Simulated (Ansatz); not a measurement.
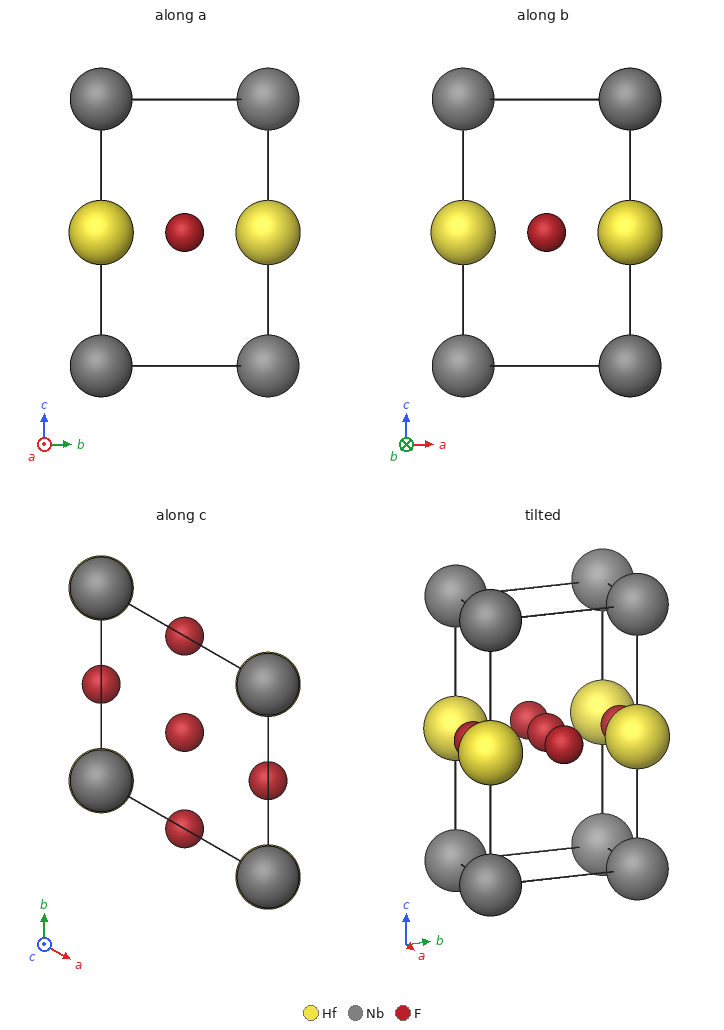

We look at a spheres-only model of the crystal along the a axis, along the b axis, along the c axis and slightly off an axis. The parallelepiped is the conventional unit cell.

Lattice parameters: a = 4.390 Å, b = 4.390 Å, c = 6.080 Å, α = 90.00°, β = 90.00°, γ = 120.00°.

**Convert the drawing into a table of Wyckoff sites.**

Space group P6/mmm (No. 191).
| atom | site | x | y | z |
| --- | --- | --- | --- | --- |
| Hf | 1b | 0.0000 | 0.0000 | 0.5000 |
| Nb | 1a | 0.0000 | 0.0000 | 0.0000 |
| F | 3g | 0.5000 | 0.0000 | 0.5000 |

Starting structure: a random cell made by a generator, so it need not be a real form of the compound. A relaxation with Ansatz, DFT PBE, scalar-relativistic, plane waves, PAW gave the geometry drawn.
